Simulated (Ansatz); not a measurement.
```xyz
10

Al   -1.2870    0.9688   -0.4976
C    -0.6012   -0.7212   -0.1165
C     0.4471   -0.9096    0.9676
Al    1.1635    0.3868   -0.2786
H    -2.3868    1.8504   -1.1914
H     0.1474    1.8085    0.0348
H    -0.9205   -1.6083   -0.6598
H     0.9385   -1.8826    0.9414
H     0.1688   -0.6464    1.9838
H     2.4135    0.7023   -1.1809
```

Geometry: PBE0-D4/def2-TZVP.

Computed with RKS PBE0-D4/def2-TZVPP in Ansatz.

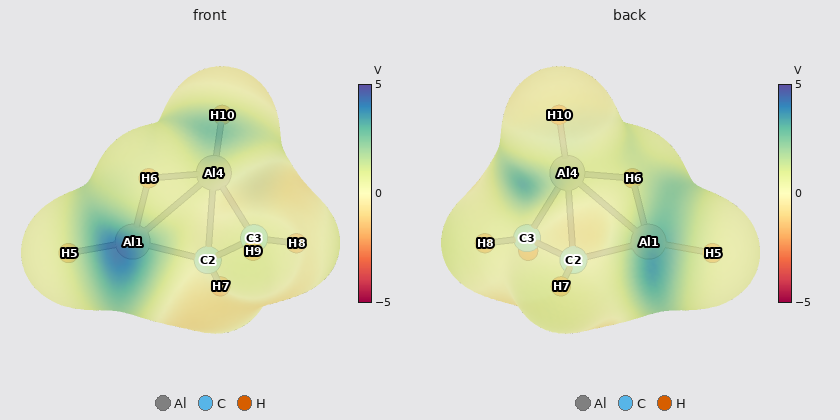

C₂H₆Al₂. The molecular electrostatic potential painted on the density surface at 0.004 e/bohr³, seen from the front and from behind; the colour scale runs from red (negative) to blue (positive).

> Where is the surface potential most negative and most positive?

The most negative region (about −0.8 V) lies over C2, the most positive (about +4.0 V) over Al1.
